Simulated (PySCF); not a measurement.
B(F)(SiH3)2, H₆BFSi₂, SMILES FB([SiH3])[SiH3] at its PBE0/def2-SVP optimised geometry (Å):

```
10

B      0.2477    -0.1851    -1.6252
F      0.9938    -0.3648    -2.7074
Si     1.0669     0.7521     0.0000
H      0.5748     0.1168     1.2636
H      0.5882     2.1740     0.0000
H      2.5631     0.7521     0.0000
Si    -1.6859    -0.8578    -1.6297
H     -2.5631     0.0859    -0.8668
H     -1.7139    -2.1740    -0.9097
H     -2.2503    -1.0539    -3.0014
```

Level of theory: PBE0/def2-TZVP (PySCF 2.14.0). Cells within 0.4 Å of a nucleus heavier than hydrogen are left out (blank, or x).

Map of the log10 of the electron density (e/bohr³), floored at −4 on the plane z = 0.0 Å:

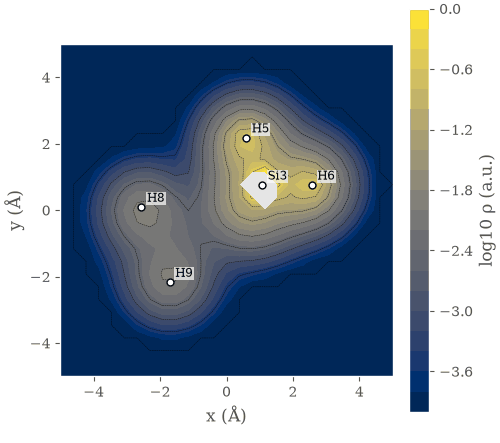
Fig. 1. Log10 of the electron density (e/bohr³), floored at −4 on the plane z = 0.0 Å.
